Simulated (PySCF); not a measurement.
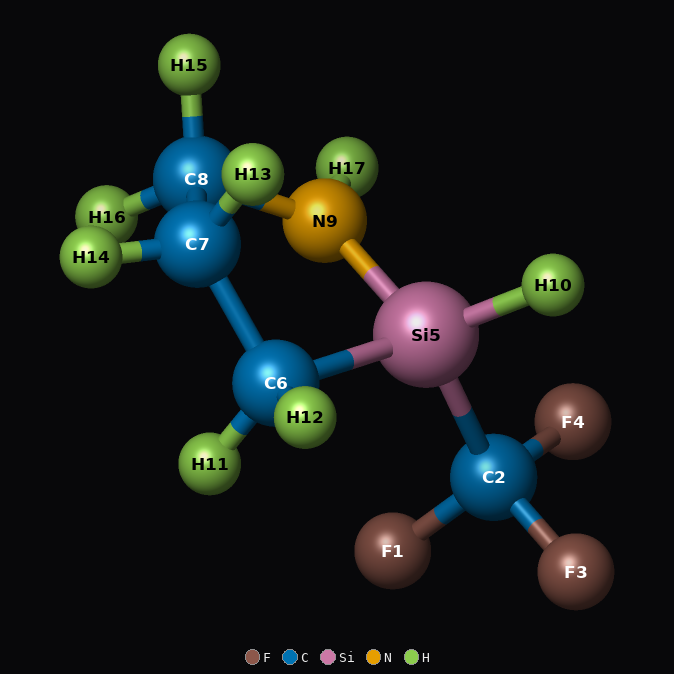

The geometry was computed by an optimisation with GFN2-xTB. No frequency run is at hand to confirm it as a minimum. Electric field gradients from the ground-state density, PBE0/pcSseg-1 (PySCF 2.14.0), non-relativistic apart from any core potentials.

Give the largest field-gradient component, the quadrupole coupling constant and the asymmetry for 14N at N9 (Q = 20.44 mb), 2H at H10 (Q = 2.86 mb), 2H at H11 (Q = 2.86 mb), 2H at H12 (Q = 2.86 mb), 2H at H13 (Q = 2.86 mb).

```
atom  V_zz (a.u.)  e²qQ/h (MHz)     η
  N9       −1.055         −5.07  0.34
 H10        0.154         0.103  0.01
 H11        0.314         0.211  0.03
 H12        0.323         0.217  0.03
 H13        0.305         0.205  0.01
```

The geometry is semi-empirical. Around Si such bond lengths and angles can be off by a tenth of an ångström or more and by several degrees, and values that hang on the shape move with them.
